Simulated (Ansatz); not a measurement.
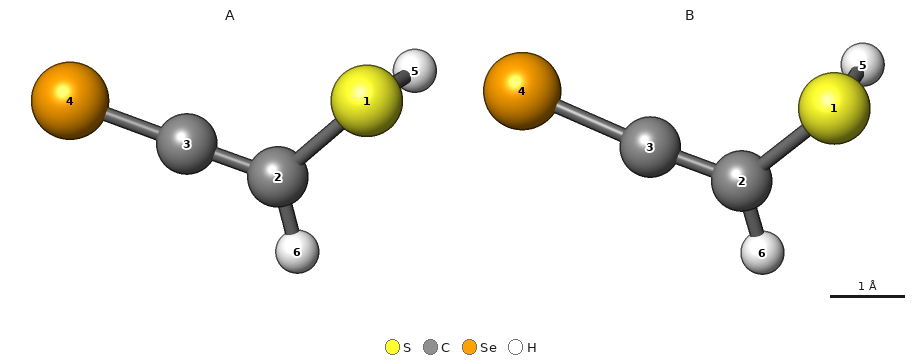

Two geometries of C2H2SSe, drawn at one scale. One is the start of a relaxation, the other its converged end. A ball-and-stick model, seen face on.

All numbers below come from RKS PBE0/def2-SVP in Ansatz. Set-up: no spin polarisation; force threshold 0.015 eV/Å; at most 40 steps.

Which of the two is the end point?

Answer. Structure A is the relaxed one. The run prepares an end point of a later path (torsion) calculation, from a guessed geometry. The atom that moves furthest after the best rigid fit is H5 (0.20 Å). By element the largest moves are H 0.20 Å, Se 0.19 Å, S 0.16 Å, C 0.10 Å. Among the contacts that change: C3–Se4 1.914 → 1.693 Å, S1–H5 1.457 → 1.355 Å, C2–H6 1.083 → 1.096 Å, C2–C3 1.328 → 1.317 Å. Bond angles that change, for instance: C2–S1–H5 91.0° → 97.5°, C2–C3–Se4 175.8° → 179.3°, S1–C2–H6 118.2° → 120.3°. Over 10 geometry steps the energy falls by 20.4 kcal/mol. Largest force component: 4.8 eV/Å at the start, 0.01 eV/Å at the end. Cost: 82 s on 1 thread of AMD EPYC 7R43 64-Core Processor (Zen 3), on a shared host, peak memory 0.2 GiB.
